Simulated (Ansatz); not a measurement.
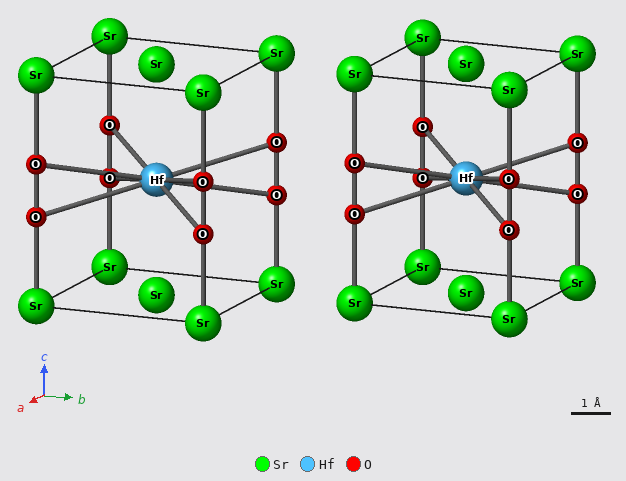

Two geometries of crystalline Sr$_{2}$HfO$_{2}$ (a generated structure, set up in P4/mmm) (coarse preliminary run), drawn at one scale. One is the start of a relaxation, the other its converged end. The picture is a ball-and-stick view of the cell of the calculation, seen slightly off an axis.

These are results of DFT PBE, scalar-relativistic, plane waves, PAW in Ansatz 0.2.0, not measurements. Settings: plane-wave cutoff 420 eV; k-point mesh 4 × 4 × 4; occupations gaussian; smearing width 0.1 eV; no spin polarisation; cell and atoms relaxed; force threshold 0.04 eV/Å; at most 70 steps.

**Which of the two is the end point?**

The left one is the relaxed one. The largest moves relative to the cell, 0.017 Å, are those of O atoms. Hf and Sr stay in place. The drawn cell changes as follows: a = b 4.369 → 4.710 Å (+7.8 %), c 6.088 → 6.128 Å (+0.7 %); the volume changes by +17.0 %. Among the contacts that change: Sr–Sr 3.089 → 3.331 Å, Hf–O 3.163 → 3.403 Å, O–O 1.356 → 1.399 Å, Hf–Sr 3.044 → 3.064 Å. The space group stays P4/mmm (No. 123). Over 4 accepted moves (6 points after the start) the energy falls by 46.4 meV per atom. Largest force component: 1.6 eV/Å at the start, 0.013 eV/Å at the end. Pressure: 4.13 GPa at the start and 0.16 GPa at the end. The SCF was repeated twice at an unchanged geometry on a basis and grid sized afresh for the cell, which shifted the energy by 9.7 meV per atom at most.
